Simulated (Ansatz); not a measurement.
# BSiH₂+ (triplet): wave-function methods side by side, cc-pVTZ

Aim: climb from Hartree-Fock through coupled cluster and multireference methods for BSiH₂+ (triplet) at one geometry and basis, and see what each rung misses.

Program: Ansatz 0.2.0, Gaussian basis. Level of theory: cc-pVTZ, core rule «outside noble gas», up to 6 orbitals frozen. These are calculated values, not measurements.

Plan: UHF; CCSD(T) on ROHF; CCSD(T) on UHF; BCCD(T) on ROHF; CCSDT(Q) on ROHF; CCSDT(Q) on UHF; CASSCF and MRCISD+Q, 8 electrons in 10 orbitals; CASSCF and NEVPT2, 8 electrons in 10 orbitals.

5 further runs of the same task are left out: 2 for a known fault of the program, 3 set aside as unsound or not needed.

## 1. The system

The geometry is a PBE0/def2-TZVP stationary point (not a proven minimum) of the parent state, kept for this charge and spin.

4 atoms, charge 1, spin multiplicity 3.

Atoms are counted from 1 here; the program's logs count them from 0.

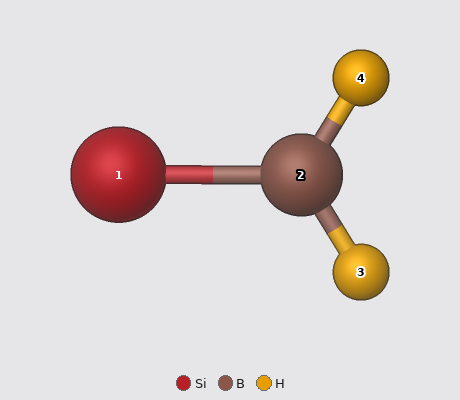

The structure; silicon red, boron brown, hydrogen amber; atoms are numbered from 1 in the order of the file.

As a file:

```
Si    0.00000    0.00000    0.63452
B     0.00000    0.00000   -1.29068
H     0.00000   -1.02581   -1.91847
H     0.00000    1.02581   -1.91847
```

In the tables R marks a restricted open-shell determinant and U an unrestricted one; 'valence' is the active space of 8 electrons in 10 orbitals; energies count from the table's Hartree-Fock row.

## 2. UHF

File in.yaml:

```yaml
crystal:
  periodic: [false, false, false]
  atoms:
    - {symbol: Si, position_ang: [0.000000, 0.000000, 0.634524]}
    - {symbol: B, position_ang: [0.000000, 0.000000, -1.290679]}
    - {symbol: H, position_ang: [0.000000, -1.025810, -1.918468]}
    - {symbol: H, position_ang: [0.000000, 1.025810, -1.918468]}
basis:
  gaussian: {orbitals: cc-pVTZ}
total_charge: 1
magnetization: {spin_polarized: true, initial_magnetization: 2}
hamiltonian: {xc: hf}
output: {orbitals: {seedname: orbitals}}
```

Launch:

```sh
$ ansatz run in.yaml --threads 1 --pin off --events-out ev --progress --plain --max-ram 2816MiB --backend cpu
```

Log:

```text
Functional definition: HF
  name "HF"
  cite "Fock, Z. Phys. 61, 126 (1930) doi:10.1007/BF01340294"
  parent pbe
  exchange = exact_x
  correlation = 0
728 factors; their error is unknown
mean field evaluation 1: about -8551.4271 eV, gradient 1.9e1 eV
mean field evaluation 2: about -8554.2198 eV, gradient 8.6e0 eV
mean field evaluation 4: about -8554.9768 eV, gradient 1.0e0 eV
mean field evaluation 8: about -8555.0651 eV, gradient 2.0e-1 eV
mean field evaluation 16: about -8555.2715 eV, gradient 2.5e-5 eV
mean field evaluation 32: about -8554.7024 eV, gradient 3.7e0 eV
mean field -8555.27150334 eV, -314.4004287765 hartree, gradient 1.3e-5 eV, S^2 2.014822; 3 other end points of the search recorded, 0 dependent functions left out
reference -8555.27150334 eV, -314.4004287765 hartree; 11, 9 occupied and 81, 83 virtual orbitals, 728 factors
Total energy: -8555.27150334 eV, -314.4004287765 hartree
```

Run time: 1.6 s. Hardware: 1 thread of AMD EPYC 7R13, shared host.

From the report: ⟨S²⟩ of the determinant 2.015 (pure triplet: 2.00).

## 3. CCSD(T) on ROHF

Edit in.yaml of step 2 so:

```diff
@@ -10,4 +10,3 @@
 total_charge: 1
-magnetization: {spin_polarized: true, initial_magnetization: 2}
-hamiltonian: {xc: hf}
-output: {orbitals: {seedname: orbitals}}
+magnetization: {spin_polarized: false, initial_magnetization: 2}
+correlation: {method: ccsd_t, electrons: outside_noble_gas}
```

Launch:

```sh
$ ansatz run in.yaml --threads 2 --pin off --events-out ev --progress --plain --max-ram 16896MiB --backend cuda --devices 0, --max-vram 18GiB
```

Log (excerpt; [...] marks lines left out):

```text
Functional definition: HF
  name "HF"
  cite "Fock, Z. Phys. 61, 126 (1930) doi:10.1007/BF01340294"
  parent pbe
[...]
535 factors; integrals over basis functions are off by at most 1.4e-3 eV
[...]
mean field -8555.15186597 eV, -314.3960321841 hartree, gradient 1.5e-6 eV, S^2 2.000000; 9 other end points of the search recorded, 0 dependent functions left out
[...]
determinant -8555.15186597 eV, -314.3960321841 hartree, with singles and doubles -8560.27561334 eV, -314.5843264271 hartree
determinant -8554.33931000 eV, -314.3661713029 hartree, with singles and doubles -8559.17982533 eV, -314.5440569605 hartree
determinant -8551.80103361 eV, -314.2728913661 hartree, with singles and doubles -8557.33198445 eV, -314.4761500605 hartree
determinant -8551.65535523 eV, -314.2675377844 hartree, with singles and doubles -8557.17554611 eV, -314.4704010578 hartree
6 core orbitals not correlated: weight in the atoms' cores, before any rotation towards them, 1.000 or more for the frozen orbitals, at most 0.000 for the correlated occupied ones
reference -8555.15186597 eV, -314.3960321841 hartree; 5, 3 occupied and 81, 83 virtual orbitals, 535 factors
second order -4.07495646 eV of doubles, -0.06633341 eV of singles
cycle   1  -4.99707519 eV  change   -3.3e-1 eV  update   2.0e-2
[...]
cycle  10  -5.01339864 eV  change   -3.0e-6 eV  update   5.1e-6
perturbative correction -0.20667184 eV, -0.0075950501 hartree
Total energy: -8560.37193645 eV, -314.5878662360 hartree
```

It took 7 s on 1 × H100 (card shared with other runs) with 2 threads of AMD EPYC 7R13, shared host; peak host memory 0.84 GiB.

From the report: correlation -5.2201 eV; T1 0.043; largest double amplitude 0.09.

## 4. CCSD(T) on UHF

Edit in.yaml of step 3 so:

```diff
@@ -10,3 +10,3 @@
 total_charge: 1
-magnetization: {spin_polarized: false, initial_magnetization: 2}
+magnetization: {spin_polarized: true, initial_magnetization: 2}
 correlation: {method: ccsd_t, electrons: outside_noble_gas}
```

Launched as before.

Log (excerpt; [...] marks lines left out):

```text
Functional definition: HF
  name "HF"
  cite "Fock, Z. Phys. 61, 126 (1930) doi:10.1007/BF01340294"
  parent pbe
[...]
535 factors; integrals over basis functions are off by at most 1.4e-3 eV
[...]
mean field -8555.27178614 eV, -314.4004391692 hartree, gradient 9.0e-6 eV, S^2 2.014822; 8 other end points of the search recorded, 0 dependent functions left out
determinant -8555.27178614 eV, -314.4004391692 hartree, with singles and doubles -8560.28358425 eV, -314.5846193525 hartree
determinant -8554.44222695 eV, -314.3699534313 hartree, with singles and doubles -8559.18782265 eV, -314.5443508567 hartree
determinant -8552.43065823 eV, -314.2960296443 hartree, with singles and doubles -8557.21934911 eV, -314.4720107882 hartree
determinant -8551.90119653 eV, -314.2765722856 hartree, with singles and doubles -8557.16913161 eV, -314.4701653290 hartree
6 core orbitals not correlated: weight in the atoms' cores, before any rotation towards them, 1.000 or more for the frozen orbitals, at most 0.000 for the correlated occupied ones
reference -8555.27178614 eV, -314.4004391692 hartree; 5, 3 occupied and 81, 83 virtual orbitals, 535 factors
second order -4.02805338 eV of doubles, -0.00000000 eV of singles
cycle   1  -4.88874455 eV  change   -3.3e-1 eV  update   1.9e-2
[...]
cycle  10  -4.90213480 eV  change   -1.0e-6 eV  update   5.2e-6
perturbative correction -0.19984694 eV, -0.0073442396 hartree
Total energy: -8560.37376788 eV, -314.5879335399 hartree
```

It took 8 s on 1 × H100 (card shared with other runs) with 2 threads of AMD EPYC 7R13, shared host; peak host memory 0.84 GiB.

From the report: ⟨S²⟩ of the determinant 2.015 (pure triplet: 2.00); correlation -5.1020 eV; T1 0.034; largest double amplitude 0.09.

## 5. BCCD(T) on ROHF

Edit in.yaml of step 4 so:

```diff
@@ -10,3 +10,3 @@
 total_charge: 1
-magnetization: {spin_polarized: true, initial_magnetization: 2}
-correlation: {method: ccsd_t, electrons: outside_noble_gas}
+magnetization: {spin_polarized: false, initial_magnetization: 2}
+correlation: {method: bccd_t, electrons: outside_noble_gas}
```

Same command.

Log (excerpt; [...] marks lines left out):

```text
Functional definition: HF
  name "HF"
  cite "Fock, Z. Phys. 61, 126 (1930) doi:10.1007/BF01340294"
  parent pbe
[...]
535 factors; integrals over basis functions are off by at most 1.4e-3 eV
[...]
mean field -8555.15186597 eV, -314.3960321841 hartree, gradient 1.5e-6 eV, S^2 2.000000; 9 other end points of the search recorded, 0 dependent functions left out
[...]
determinant -8555.15186597 eV, -314.3960321841 hartree, with singles and doubles -8560.27561334 eV, -314.5843264271 hartree
determinant -8554.33931000 eV, -314.3661713029 hartree, with singles and doubles -8559.17982533 eV, -314.5440569605 hartree
determinant -8551.80103361 eV, -314.2728913661 hartree, with singles and doubles -8557.33198445 eV, -314.4761500605 hartree
determinant -8551.65535523 eV, -314.2675377844 hartree, with singles and doubles -8557.17554611 eV, -314.4704010578 hartree
6 core orbitals not correlated: weight in the atoms' cores, before any rotation towards them, 1.000 or more for the frozen orbitals, at most 0.000 for the correlated occupied ones
reference -8555.15186597 eV, -314.3960321841 hartree; 5, 3 occupied and 81, 83 virtual orbitals, 535 factors
second order -4.07495646 eV of doubles, -0.06633341 eV of singles
cycle   1  -5.00802263 eV  change   -3.4e-1 eV  update   2.4e-2
[...]
cycle  11  -5.01219748 eV  change   -4.7e-7 eV  update   3.9e-6
perturbative correction -0.21255123 eV, -0.0078111136 hartree
Total energy: -8560.37661467 eV, -314.5880381575 hartree
```

Wall time 8.5 s (1 × H100 (card shared with other runs) with 2 threads of AMD EPYC 7R13, shared host); peak host memory 0.84 GiB.

From the report: correlation -5.2247 eV; largest double amplitude 0.08.

## 6. CCSDT(Q) on ROHF

Edit in.yaml of step 5 so:

```diff
@@ -11,2 +11,2 @@
 magnetization: {spin_polarized: false, initial_magnetization: 2}
-correlation: {method: bccd_t, electrons: outside_noble_gas}
+correlation: {method: ccsdt_q, electrons: outside_noble_gas}
```

Launched as before.

Log (excerpt; [...] marks lines left out):

```text
Functional definition: HF
  name "HF"
  cite "Fock, Z. Phys. 61, 126 (1930) doi:10.1007/BF01340294"
  parent pbe
[...]
1127 factors; integrals over basis functions are off by at most 2.3e-7 eV
[...]
mean field -8555.15186943 eV, -314.3960323114 hartree, gradient 1.8e-6 eV, S^2 2.000000; 9 other end points of the search recorded, 0 dependent functions left out
[...]
determinant -8555.15186943 eV, -314.3960323114 hartree, with singles and doubles -8560.27563213 eV, -314.5843271175 hartree
determinant -8554.33931314 eV, -314.3661714185 hartree, with singles and doubles -8559.17984295 eV, -314.5440576080 hartree
determinant -8551.80103724 eV, -314.2728914997 hartree, with singles and doubles -8557.33200282 eV, -314.4761507356 hartree
determinant -8551.65535979 eV, -314.2675379520 hartree, with singles and doubles -8557.17556442 eV, -314.4704017305 hartree
6 core orbitals not correlated: weight in the atoms' cores, before any rotation towards them, 1.000 or more for the frozen orbitals, at most 0.000 for the correlated occupied ones
reference -8555.15186943 eV, -314.3960323114 hartree; 5, 3 occupied and 81, 83 virtual orbitals, 1127 factors
second order -4.07497437 eV of doubles, -0.06633348 eV of singles
cycle   1  -4.69713533 eV  change   -5.5e-1 eV  update   8.2e-2
[...]
cycle  18  -5.26463137 eV  change    2.9e-7 eV  update   5.5e-7
perturbative correction -0.01032509 eV, -0.0003794401 hartree
Total energy: -8560.42682589 eV, -314.5898833857 hartree
```

Wall time 19 s (1 × H100 (card shared with other runs) with 2 threads of AMD EPYC 7R13, shared host); peak host memory 0.98 GiB.

From the report: correlation -5.2750 eV; T1 0.048; largest double amplitude 0.11.

## 7. CCSDT(Q) on UHF

Edit in.yaml of step 6 so:

```diff
@@ -10,3 +10,3 @@
 total_charge: 1
-magnetization: {spin_polarized: false, initial_magnetization: 2}
+magnetization: {spin_polarized: true, initial_magnetization: 2}
 correlation: {method: ccsdt_q, electrons: outside_noble_gas}
```

Same command.

Log (excerpt; [...] marks lines left out):

```text
Functional definition: HF
  name "HF"
  cite "Fock, Z. Phys. 61, 126 (1930) doi:10.1007/BF01340294"
  parent pbe
[...]
1127 factors; integrals over basis functions are off by at most 2.3e-7 eV
[...]
mean field -8555.27178980 eV, -314.4004393035 hartree, gradient 9.2e-6 eV, S^2 2.014822; 8 other end points of the search recorded, 0 dependent functions left out
determinant -8555.27178980 eV, -314.4004393035 hartree, with singles and doubles -8560.28360293 eV, -314.5846200392 hartree
determinant -8554.44223018 eV, -314.3699535500 hartree, with singles and doubles -8559.18784061 eV, -314.5443515163 hartree
determinant -8552.43066226 eV, -314.2960297923 hartree, with singles and doubles -8557.21936376 eV, -314.4720113265 hartree
determinant -8551.90120115 eV, -314.2765724554 hartree, with singles and doubles -8557.16914973 eV, -314.4701659949 hartree
6 core orbitals not correlated: weight in the atoms' cores, before any rotation towards them, 1.000 or more for the frozen orbitals, at most 0.000 for the correlated occupied ones
reference -8555.27178980 eV, -314.4004393035 hartree; 5, 3 occupied and 81, 83 virtual orbitals, 1127 factors
second order -4.02807105 eV of doubles, -0.00000000 eV of singles
cycle   1  -4.59866175 eV  change   -5.7e-1 eV  update   8.0e-2
[...]
cycle  18  -5.14683889 eV  change    2.9e-7 eV  update   4.9e-7
perturbative correction -0.01049609 eV, -0.0003857242 hartree
Total energy: -8560.42912477 eV, -314.5899678682 hartree
```

Wall time 18 s (1 × H100 (card shared with other runs) with 2 threads of AMD EPYC 7R13, shared host); peak host memory 0.94 GiB.

From the report: ⟨S²⟩ of the determinant 2.015 (pure triplet: 2.00); correlation -5.1573 eV; T1 0.039; largest double amplitude 0.11.

## 8. CASSCF and MRCISD+Q, 8 electrons in 10 orbitals

Edit in.yaml of step 7 so:

```diff
@@ -10,3 +10,3 @@
 total_charge: 1
-magnetization: {spin_polarized: true, initial_magnetization: 2}
-correlation: {method: ccsdt_q, electrons: outside_noble_gas}
+magnetization: {spin_polarized: false, initial_magnetization: 2}
+correlation: {method: fic_mrcisd_q, electrons: outside_noble_gas, active_space: {window: {electrons: 8, orbitals: 10}, shells: [{species: B, l: s, shell: 2}, {species: B, l: p, shell: 2}, {species: H, l: s, shell: 1}, {species: Si, l: s, shell: 3}, {species: Si, l: p, shell: 3}]}}
```

Same command.

Log (excerpt; [...] marks lines left out):

```text
Functional definition: HF
  name "HF"
  cite "Fock, Z. Phys. 61, 126 (1930) doi:10.1007/BF01340294"
  parent pbe
[...]
1127 factors; integrals over basis functions are off by at most 2.3e-7 eV
[...]
mean field -8555.15186943 eV, -314.3960323114 hartree, gradient 1.8e-6 eV, S^2 2.000000; 7 other end points of the search recorded, 0 dependent functions left out
reference -8555.15186943 eV, -314.3960323114 hartree; 11, 9 occupied and 81, 83 virtual orbitals, 1127 factors
state -8557.28332973 eV, -314.4743620326 hartree
contracted CI cycle   1: correlation 0.00000000 eV, 0.0000000000 hartree, residual 1.48e1 eV
contracted CI cycle   2: correlation -2.81597494 eV, -0.1034851703 hartree, residual 3.05e0 eV
contracted CI cycle   3: correlation -2.93762508 eV, -0.1079557304 hartree, residual 7.31e-1 eV
contracted CI cycle   4: correlation -2.94408971 eV, -0.1081933014 hartree, residual 1.77e-1 eV
contracted CI cycle   5: correlation -2.94446598 eV, -0.1082071288 hartree, residual 4.54e-2 eV
contracted CI cycle   6: correlation -2.94449005 eV, -0.1082080136 hartree, residual 1.15e-2 eV
contracted CI cycle   7: correlation -2.94449161 eV, -0.1082080709 hartree, residual 3.01e-3 eV
contracted CI cycle   8: correlation -2.94449172 eV, -0.1082080748 hartree, residual 8.09e-4 eV
state -8557.28332973 eV, -314.4743620326 hartree; corrected -8560.39415780 eV, -314.5886828557 hartree
Total energy: -8560.39415780 eV, -314.5886828557 hartree
Checks for a lower state left out: starts, orbital_swaps
```

Wall time 7.5 s (1 × H100 (card shared with other runs) with 2 threads of AMD EPYC 7R13, shared host); peak host memory 0.94 GiB.

From the report: 11,000 determinants; active occupations 1.98, 1.97, 1.94, 1.01, 0.99, 0.03, 0.03, 0.02, 0.02, 0.02.

## 9. CASSCF and NEVPT2, 8 electrons in 10 orbitals

File in.yaml:

```yaml
crystal:
  periodic: [false, false, false]
  atoms:
    - {symbol: Si, position_ang: [0.000000, 0.000000, 0.634524]}
    - {symbol: B, position_ang: [0.000000, 0.000000, -1.290679]}
    - {symbol: H, position_ang: [0.000000, -1.025810, -1.918468]}
    - {symbol: H, position_ang: [0.000000, 1.025810, -1.918468]}
basis:
  gaussian: {orbitals: cc-pVTZ}
total_charge: 1
magnetization: {spin_polarized: false, initial_magnetization: 2}
correlation: {method: sc_nevpt2, electrons: outside_noble_gas, active_space: {window: {electrons: 8, orbitals: 10}, shells: [{species: B, l: s, shell: 2}, {species: B, l: p, shell: 2}, {species: H, l: s, shell: 1}, {species: Si, l: s, shell: 3}, {species: Si, l: p, shell: 3}]}}
```

Launched as before.

Log:

```text
Functional definition: HF
  name "HF"
  cite "Fock, Z. Phys. 61, 126 (1930) doi:10.1007/BF01340294"
  parent pbe
  exchange = exact_x
  correlation = 0
1127 factors; integrals over basis functions are off by at most 2.3e-7 eV
mean field evaluation 1: about -8551.7253 eV, gradient 2.1e1 eV
mean field evaluation 2: about -8551.7313 eV, gradient 2.1e1 eV
mean field evaluation 4: about -8554.9505 eV, gradient 2.5e0 eV
mean field evaluation 8: about -8555.1305 eV, gradient 4.6e-1 eV
mean field evaluation 16: about -8555.1519 eV, gradient 1.8e-6 eV
mean field evaluation 32: about -8555.1483 eV, gradient 3.1e-1 eV
mean field -8555.15186943 eV, -314.3960323114 hartree, gradient 1.8e-6 eV, S^2 2.000000; 7 other end points of the search recorded, 0 dependent functions left out
reference -8555.15186943 eV, -314.3960323114 hartree; 11, 9 occupied and 81, 83 virtual orbitals, 1127 factors
state -8557.28332973 eV, -314.4743620326 hartree
state -8557.28332973 eV, -314.4743620326 hartree; corrected -8559.64572571 eV, -314.5611784835 hartree
Total energy: -8559.64572571 eV, -314.5611784835 hartree
Checks for a lower state left out: starts, orbital_swaps
```

It took 6 s on 1 × H100 (card shared with other runs) with 2 threads of AMD EPYC 7R13, shared host; peak host memory 0.82 GiB.

From the report: 11,000 determinants; active occupations 1.98, 1.97, 1.94, 1.01, 0.99, 0.03, 0.03, 0.02, 0.02, 0.02.

## 10. Natural occupations

Natural occupations of the CASSCF valence state about the gap (report; correlated orbitals 1 to 10): 1.979, 1.969, 1.942, 1.005, 0.985, 0.030, 0.030, 0.024, 0.018, 0.017. The count of effectively unpaired electrons, Σ n²(2 − n)², is 2.03; a single determinant of this spin has 2.

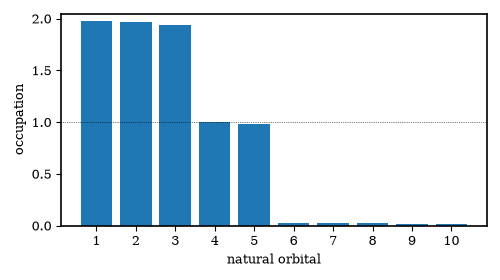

Natural occupations of the CASSCF valence state.

## 11. The ladder

The yardstick is UCCSDT(Q), where the cluster series has nearly closed. Rows without a time come out of other runs: HF, MP2 and CCSD of CCSD(T), CCSDT of CCSDT(Q), CASSCF and MRCISD of the multireference runs.

Differences are taken before rounding.

| method | energy from the lowest RHF (meV) | from UCCSDT(Q) (meV) | time |
| --- | --- | --- | --- |
| RHF | 0.0 | +5277.3 |  |
| UHF | -119.9 | +5157.3 |  |
| RMP2 | -4141.3 | +1136.0 |  |
| UMP2 | -4148.0 | +1129.3 |  |
| RCCSD | -5013.4 | +263.9 |  |
| UCCSD | -5022.1 | +255.2 |  |
| RCCSD(T) | -5220.1 | +57.2 | 7 s |
| UCCSD(T) | -5221.9 | +55.4 | 8 s |
| BCCD(T) | -5224.7 | +52.5 | 8.5 s |
| RCCSDT | -5264.6 | +12.6 |  |
| UCCSDT | -5266.8 | +10.5 |  |
| RCCSDT(Q) | -5275.0 | +2.3 | 19 s |
| UCCSDT(Q) | -5277.3 | 0 | 18 s |
| CASSCF valence | -2131.5 | +3145.8 |  |
| NEVPT2 valence | -4493.9 | +783.4 | 6 s |
| MRCISD valence | -5076.0 | +201.3 |  |
| MRCISD+Q valence | -5242.3 | +35.0 | 7.5 s |

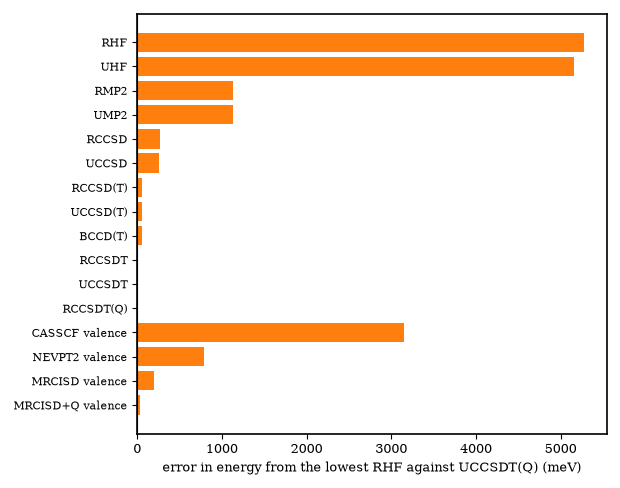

How far each level lands from UCCSDT(Q).

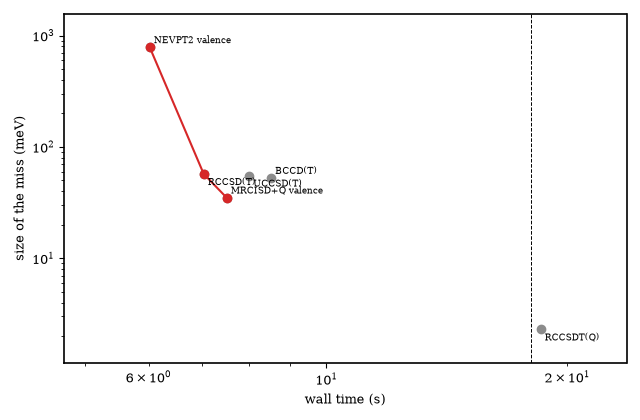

Accuracy for the time spent; red marks the levels that beat every quicker one drawn (of those quicker than the yardstick), and the dashed line is the time of UCCSDT(Q). Times are from a shared host.

## 12. Results

| quantity | value |
| --- | --- |
| UCCSDT(Q) below the RHF energy | -5.2773 eV |
| RMP2 from UCCSDT(Q) | +1136.0 meV |
| UMP2 from UCCSDT(Q) | +1129.3 meV |
| RCCSD from UCCSDT(Q) | +263.9 meV |
| RCCSD(T) from UCCSDT(Q) | +57.2 meV |
| UCCSD(T) from UCCSDT(Q) | +55.4 meV |
| RCCSDT(Q) from UCCSDT(Q) | +2.3 meV |
| NEVPT2 valence from UCCSDT(Q) | +783.4 meV |
| MRCISD+Q valence from UCCSDT(Q) | +35.0 meV |
| levels within 1 kcal/mol (43 meV) | RCCSDT, UCCSDT, RCCSDT(Q), MRCISD+Q valence |
| T1 diagnostic | 0.043 |
| effectively unpaired electrons | 2.03 |

In words: RCCSD(T) lands +57.2 meV from the yardstick (1.1 % of the correlation energy). The occupations are near whole numbers, but T1 = 0.043 shows that the orbitals relax strongly. Of the multireference levels listed MRCISD+Q valence comes nearest in total energy (+35.0 meV), which doesn't show that its space is the better one. These misses are within one basis, not against nature; the frozen cores of restricted and unrestricted runs differ, which can shift their rows.

For cost: MRCISD+Q valence gets within 35.0 meV in 7.5 s, where UCCSDT(Q) took 18 s; the quickest level in the cost chart, NEVPT2 valence, takes 6 s and misses by 783.4 meV.
